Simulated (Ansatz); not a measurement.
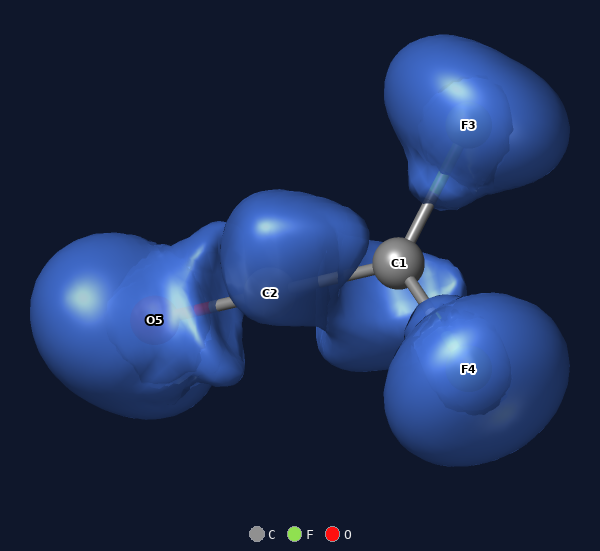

C2F2O. Isosurface of the ELF at 0.75 (blue), seen at a tilt. Only the valence region is drawn (cores and ρ < 0.01 e/Å³ removed).

Geometry: B3LYP/6-31G*.

The calculation used isolated molecule in a Gaussian basis; Kohn-Sham density functional theory, functional PBE0 in Ansatz.

Input file:

```
crystal:
  periodic: [false, false, false]
  atoms:
    - {symbol: C, position_ang: [-0.551187, 0.227719, 0.217095]}
    - {symbol: C, position_ang: [-0.205499, -0.960261, 0.670712]}
    - {symbol: F, position_ang: [-0.814343, 1.257089, 1.023632]}
    - {symbol: F, position_ang: [-0.665547, 0.495353, -1.084693]}
    - {symbol: O, position_ang: [0.103747, -2.022810, 1.076433]}
basis:
  gaussian:
    orbitals: def2-TZVPD
output: {forces: true, orbitals: {seedname: orbitals}}
hamiltonian:
  xc: {name: PBE0}
```

Launched as:

```sh
ansatz run input.yaml --threads 1 --pin off --max-ram 2610MiB --events-out events.jsonl --progress --plain --runs-dir runs
```

Describe the localisation domains.

The ELF exceeds this value in one region between bonded C–C atoms (shared pairs), two regions on F in which the atom's valence shell and bonds are merged and one region on O in which the atom's valence shell and bonds are merged. Profiles from the grid: C–O (1.18 Å): the ELF peaks at about 0.85 between the atoms; a multiple bond. C–C (1.32 Å): the ELF peaks at about 0.90 between the atoms (a multiple bond).
